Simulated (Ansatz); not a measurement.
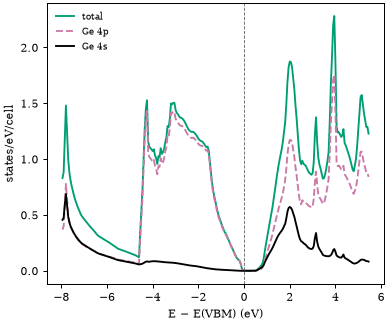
Total and projected density of states of Ge (diamond, Fd-3m), r²SCAN+D4 in the plane-wave PAW code Ansatz

Question: Which orbitals carry the states next to the gap?

Answer: Top 1 eV of the valence band: Ge 4p 97 %. Bottom 1 eV of the conduction band: Ge 4p 56 %, Ge 4s 37 %, outside the projected shells 6 %. Projections are on Löwdin-orthogonalised atomic valence shells; empty p or d shells of many metals are not among them.

Question: Where is the tallest occupied peak in this window, and what makes it?

Answer: Near -4.2 eV, about 1.5 states/eV per cell; the largest projected share is Ge 4p.

The r²SCAN+D4 relaxation kept the symmetry of its start. Scalar-relativistic: spin–orbit coupling is off unless named, which matters more the heavier the elements.

Potentials: the later of the program's two PAW sets.
